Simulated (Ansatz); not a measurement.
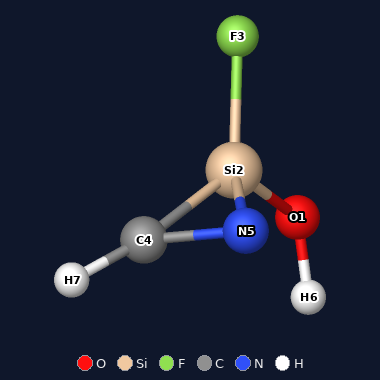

The system is CH₂FNOSi, SMILES O[Si]1(F)C=N1; the picture shows the reference structure. 
- The first coordinate is: bond length O1–Si2; the second: dihedral H6–O1–Si2–C4.
- Nothing is relaxed (all other coordinates rigid).
- The grid has 9 × 10 points.
- Points are written as (first, second).
- All energies are given in kJ/mol relative to the relaxed molecule at the same level.
- The reference is spin-restricted, which grows unreliable where a bond is stretched far.
- Method: RKS r2SCAN0-D4/def2-SVP in Ansatz 0.2.0.

Its coordinates:

```xyz
7

O    -0.6907   -0.2754    1.6139
Si    0.3287   -0.2671    0.3485
F     1.5674   -1.1502    0.8254
C     0.0234    0.1341   -1.3236
N     0.5944    1.1114   -0.6805
H    -1.4905    0.2469    1.5531
H    -0.2714    0.1323   -2.3825
```

Range: bond length O1–Si2 from 1.332 to 2.437 Å; dihedral H6–O1–Si2–C4 from −180 to 144°.

What will the energy surface look like?

The lowest grid point is at (1.609 Å, −36°), 1.1 kJ/mol from the relaxed molecule at the same level. The highest grid point, (2.437 Å, 144°), lies 366 kJ/mol above the lowest. Round the minimum the two coordinates are nearly uncoupled.

| dihedral H6–O1–Si2–C4 ↓, bond length O1–Si2 → | 1.332 | 1.471 | 1.609 | 1.747 | 1.885 | 2.023 | 2.161 | 2.299 | 2.437 |
| --- | --- | --- | --- | --- | --- | --- | --- | --- | --- |
| 144 | 276 | 60 | 3 | 25 | 83 | 155 | 230 | 302 | 367 |
| 108 | 282 | 65 | 8 | 28 | 85 | 157 | 231 | 302 | 367 |
| 72 | 288 | 69 | 11 | 30 | 86 | 157 | 231 | 302 | 367 |
| 36 | 284 | 66 | 8 | 27 | 84 | 155 | 230 | 301 | 366 |
| 0 | 275 | 59 | 2 | 23 | 81 | 153 | 228 | 300 | 365 |
| −36 | 274 | 58 | 1 | 22 | 80 | 152 | 227 | 299 | 365 |
| −72 | 281 | 64 | 6 | 26 | 83 | 154 | 229 | 300 | 365 |
| −108 | 285 | 68 | 9 | 29 | 85 | 156 | 230 | 301 | 366 |
| −144 | 281 | 64 | 7 | 28 | 85 | 156 | 231 | 302 | 367 |
| −180 | 276 | 60 | 3 | 25 | 83 | 155 | 230 | 302 | 367 |

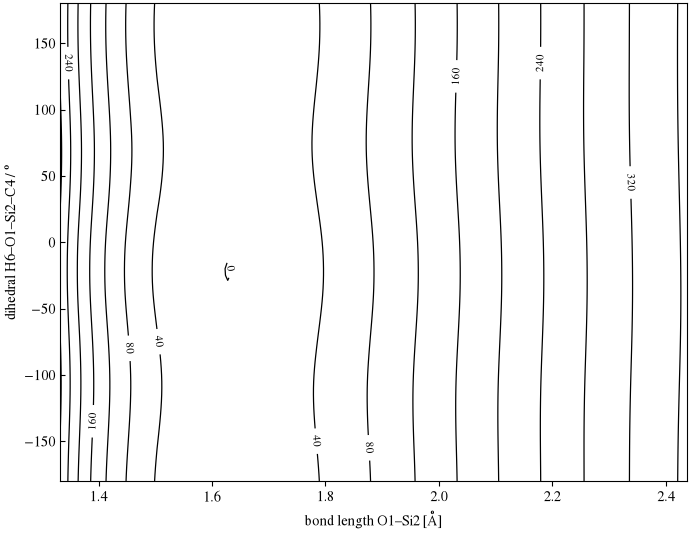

The picture shows contour lines labelled in kJ/mol. Between grid points the surface is interpolated.

The whole map (90 points run) took 10 min on 1 thread of Arm Neoverse V2 (shared host).
